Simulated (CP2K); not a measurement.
# IPEA1-xTB run of ZrO2 (zirconia)

Aim: the energy difference between two shapes of ZrO2 (zirconia) at IPEA1-xTB, from 2 runs. 

Program for the calculation: CP2K 2026.2.

4 further runs of the same task are left out: 2 that didn't finish, 2 set aside as unsound or not needed.

### Step 1. Starting point

The species is ZrO2 (3 atoms), meant as a singlet with charge 0. As SMILES, `[O]=[Zr]=[O]`. Geometry: relaxed at PBE0-D4/def2-TZVP.

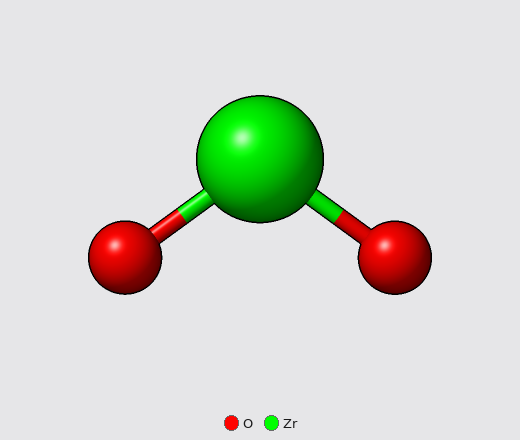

Viewed from a chosen angle; oxygen red, zirconium green.

### Step 2. A single-point energy at IPEA1-xTB

The input, qs.inp:

```
&GLOBAL
   PROJECT_NAME qs
   RUN_TYPE ENERGY
   PRINT_LEVEL MEDIUM
&END GLOBAL
&FORCE_EVAL
   METHOD QUICKSTEP
   &DFT
      ! Quickstep
      &QS
         METHOD XTB
         EPS_DEFAULT 1.0E-10
         &XTB
            GFN_TYPE TBLITE
            &TBLITE
               METHOD IPEA1
            &END TBLITE
            CHECK_ATOMIC_CHARGES F
         &END XTB
      &END QS
      ! cluster boundary conditions
      &POISSON
         PERIODIC NONE
         POISSON_SOLVER ANALYTIC
      &END POISSON
      &SCF
         SCF_GUESS ATOMIC
         EPS_SCF 1.0E-06
         MAX_SCF 150
         ADDED_MOS 2
         &DIAGONALIZATION
            ALGORITHM STANDARD
         &END DIAGONALIZATION
         &MIXING
            METHOD DIRECT_P_MIXING
            ALPHA 0.4
         &END MIXING
         &SMEAR ON
            METHOD FERMI_DIRAC
            ELECTRONIC_TEMPERATURE [K] 300
         &END SMEAR
      &END SCF
      ! extra output
      &PRINT
         &MOMENTS
            PERIODIC F
            REFERENCE COM
            MAX_MOMENT 1
         &END MOMENTS
         &MO ON
            ENERGIES T
            OCCUPATION_NUMBERS T
            NDIGITS 6
            &EACH
               QS_SCF 0
            &END EACH
            ADD_LAST NUMERIC
         &END MO
         &HIRSHFELD OFF
         &END HIRSHFELD
      &END PRINT
   &END DFT
   &SUBSYS
      ! box in angstrom
      &CELL
         ABC 9.7 10 9.1
         PERIODIC NONE
      &END CELL
      &COORD
         O      5.678750     6.011650     5.114250
         Zr     5.372750     4.277450     5.077650
         O      4.021250     3.988350     3.985750
      &END COORD
   &END SUBSYS
&END FORCE_EVAL
```

Started as:

```sh
$ OMP_NUM_THREADS=1 cp2k.psmp qs.inp > qs.out
```

The log of the run:

```text
CP2K| version string:                                       CP2K version 2026.2
[...]
 GLOBAL| Method name                                                        CP2K
[...]
 GLOBAL| Run type                                                         ENERGY
[...]
                             - Atoms:                                          3
[...]
                             - Spherical basis functions:                     19
[...]
 Number of electrons:                                                         16
[...]
  *** SCF run converged in    44 steps ***
[...]
  Fermi energy:                                                -0.35817250434747
[...]
 TB_DIPOLE| Moment [Debye]          2.10528431      -2.90995998       2.12502023
 TB_DIPOLE| Derivative [a.u.]       0.00000000       0.00000000       0.00000000
[...]
 ENERGY| Total FORCE_EVAL ( QS ) energy [hartree]            -10.734759423690861
[...]
```

It took 1.1 s on 1 thread of Intel Xeon Platinum 8375C at 2.90GHz (Ice Lake), shared host; peak memory 0.19 GiB.

### Step 3. The distorted shape at the same level

The input, gas.inp:

```
&GLOBAL
    PROJECT gas
    RUN_TYPE ENERGY
    PRINT_LEVEL MEDIUM
&END GLOBAL
&FORCE_EVAL
    METHOD QUICKSTEP
    &DFT
        &QS
            METHOD XTB
            EPS_DEFAULT 1.0E-10
            &XTB
                GFN_TYPE TBLITE
                &TBLITE
                    METHOD IPEA1
                &END TBLITE
                CHECK_ATOMIC_CHARGES F
            &END XTB
        &END QS
        &POISSON
            PERIODIC NONE
            POISSON_SOLVER ANALYTIC
        &END POISSON
        &SCF
            SCF_GUESS ATOMIC
            EPS_SCF 1.0E-06
            MAX_SCF 150
            ADDED_MOS 2
            &DIAGONALIZATION
                ALGORITHM STANDARD
            &END DIAGONALIZATION
            &MIXING
                METHOD DIRECT_P_MIXING
                ALPHA 0.4
            &END MIXING
            &SMEAR ON
                METHOD FERMI_DIRAC
                ELECTRONIC_TEMPERATURE [K] 300
            &END SMEAR
        &END SCF
        &PRINT
            &MOMENTS
                PERIODIC F
                REFERENCE COM
                MAX_MOMENT 1
            &END MOMENTS
            &MO ON
                ENERGIES T
                OCCUPATION_NUMBERS T
                NDIGITS 6
                &EACH
                    QS_SCF 0
                &END EACH
                ADD_LAST NUMERIC
            &END MO
            &HIRSHFELD OFF
            &END HIRSHFELD
        &END PRINT
    &END DFT
    &SUBSYS
        &CELL
            ABC 9.7 10 9.1
            PERIODIC NONE
        &END CELL
        &COORD
            O      5.682826     6.002735     5.072309
            Zr     5.424436     4.303784     5.078684
            O      4.017174     3.997265     4.021316
        &END COORD
    &END SUBSYS
&END FORCE_EVAL
```

Started as:

```sh
$ OMP_NUM_THREADS=1 cp2k.psmp -i gas.inp -o gas.out
```

The log of the run:

```text
CP2K| version string:                                       CP2K version 2026.2
[...]
 GLOBAL| Method name                                                        CP2K
[...]
 GLOBAL| Run type                                                         ENERGY
[...]
                             - Atoms:                                          3
[...]
                             - Spherical basis functions:                     19
[...]
 Number of electrons:                                                         16
[...]
  *** SCF run converged in    44 steps ***
[...]
  Fermi energy:                                                -0.35727173942403
[...]
 TB_DIPOLE| Moment [Debye]          2.33847053      -2.76098466       2.15625441
 TB_DIPOLE| Derivative [a.u.]       0.00000000       0.00000000       0.00000000
[...]
 ENERGY| Total FORCE_EVAL ( QS ) energy [hartree]            -10.730590292477052
[...]
```

It took 1.1 s on 1 thread of Intel Xeon Platinum 8375C at 2.90GHz (Ice Lake), shared host; peak memory 0.19 GiB.

### Step 4. Outcome

Level: IPEA1-xTB.

| quantity | value |
| --- | --- |
| first shape: total energy | -10.73476 Eh |
| first shape: dipole moment (from atomic charges alone) | 4.17 D |
| first shape: HOMO energy | -12.20 eV |
| first shape: LUMO energy | -8.85 eV |
| first shape: HOMO–LUMO gap | 3.36 eV |
| distorted shape: total energy | -10.73059 Eh |
| distorted shape: dipole moment (from atomic charges alone) | 4.21 D |
| distorted shape: HOMO energy | -12.21 eV |
| distorted shape: LUMO energy | -8.82 eV |
| distorted shape: HOMO–LUMO gap | 3.39 eV |
| energy change with the atoms displaced | 0.113 eV |

What this shows: With the atoms displaced the energy rises by 0.11 eV (2.6 kcal/mol). The first shape isn't relaxed at this level, so the change isn't measured from a minimum. The dipole (first shape) comes from point charges on the atoms alone, without atomic dipoles, so it is partial. The dipole (distorted shape) comes from point charges on the atoms alone, without atomic dipoles, so it is partial.
